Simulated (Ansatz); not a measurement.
## As: response to strain

Start from As (space group R-3m, No. 166; a = 3.745 Å, c = 9.755 Å (hexagonal axes); layered; relaxed with 0.1 eV smearing). Axes: x lies along a and z along c of the hexagonal cell.

Strains are applied to the cell and any free atomic positions relax; under biaxial strain the out-of-plane vector relaxes too.

All numbers come from DFT with PBEsol-D3(BJ), PAW potentials and a 420 eV plane-wave cutoff in Ansatz (an electronic-structure program), no spin-orbit coupling.

Notes on the quantities. energy relative to the base: free energy F.

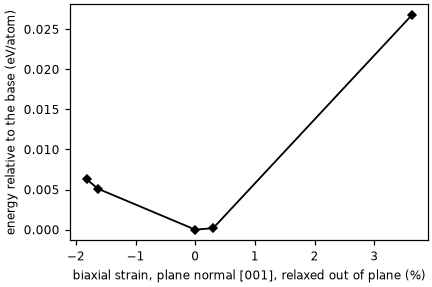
Fig. 1. Energy relative to the base against biaxial strain, plane normal [001], relaxed out of plane

Task: From the plot, what is the energy relative to the base for biaxial strain −1.82 %, plane normal [001], relaxed out of plane?

Result: About 0.006 eV/atom.

Task: Is the trend monotonic over the range shown?

Result: No, it turns within the range, spanning 0 meV/atom to +27 meV/atom.

No phonon test of stability was made.
